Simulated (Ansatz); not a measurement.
## Electronic structure of Br2H2N2W (W(NH)2Br2) (charge −1, doublet) in real space

```xyz
7

W    -0.2191    0.0032   -0.1539
N    -0.2799   -0.0164    1.6279
H     0.0480   -0.0294    2.5929
N     1.4368   -0.0005   -0.8150
H     2.4559   -0.0071   -0.8338
Br   -1.7086    1.8555   -1.1885
Br   -1.7331   -1.8053   -1.2296
```

Geometry: PBE-D4/def2-SVPD; core potentials replace the inner electrons of W.

The calculation used UKS PBE0-D4/def2-TZVPD in Ansatz.

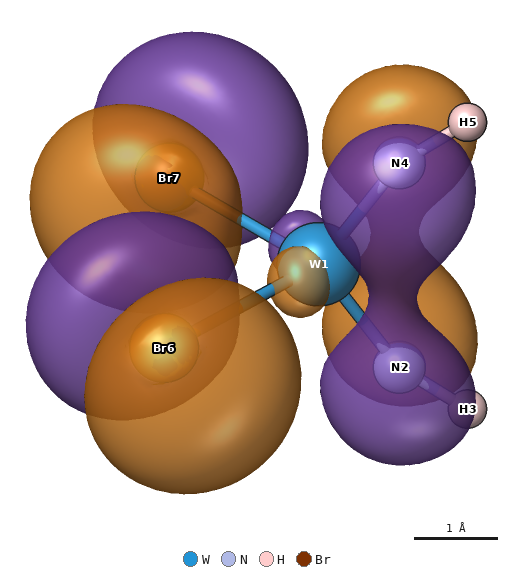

Figure 1. The HOMO−1 (α) at ±0.06 Å⁻³ᐟ² (orange and purple are the two phases), seen at a tilt.

> Where does this orbital lie, and at what energy?

It lies mainly on Br7 (about 35 %), Br6 (about 35 %), N2 (about 10 %), N4 (about 10 %) and W1 (about 5 %); largely a combination of lone pairs on Br7, Br6, N2 and N4. Its energy is −3.21 eV.

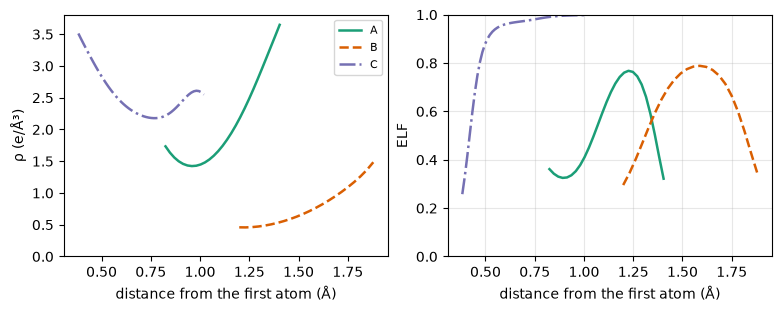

Figure 2. Electron density and electron localisation function along straight lines between neighbouring atoms. The curves leave out the atomic cores.

> Which curve belongs to which contact (N–H, W–Br and W–N)? The first atom named is at distance zero.

Curve A: W–N (1.78 Å): the density is about 1.5 e/Å³ at the midpoint; the ELF peaks at about 0.75 in the valence shell of N, 0.6 Å from its nucleus, and is about 0.35 at the midpoint. Curve B: W–Br (2.59 Å): ρ at the midpoint is about 0.47 e/Å³; the ELF peaks at about 0.80 in the valence shell of Br, 1.0 Å from its nucleus, and is about 0.45 at the midpoint. Curve C: N–H (1.02 Å): the density is about 2.8 e/Å³ at the midpoint; the ELF climbs to about 1 towards the hydrogen, as it does in any bond to H; an ordinary covalent bond to hydrogen.

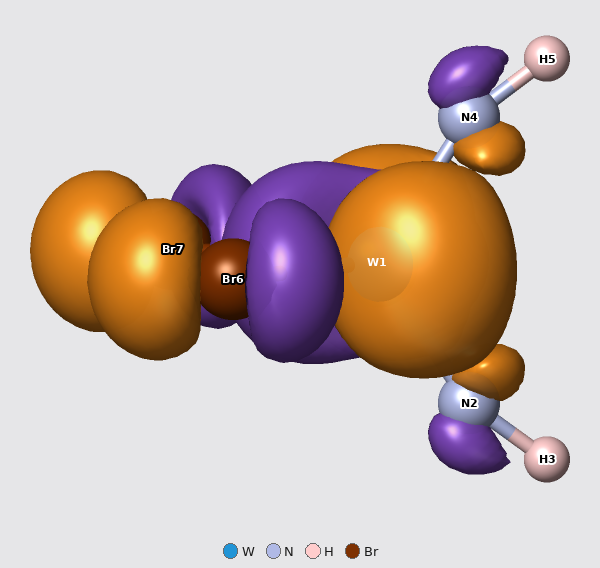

Figure 3. The HOMO (α) at ±0.1 Å⁻³ᐟ² (orange and purple are the two phases), seen at a tilt.

> What is the character of this orbital?

By Hirshfeld shares it lies mainly on W1 (about 60 %), Br6 (about 15 %) and Br7 (about 15 %). Its energy is −0.89 eV.
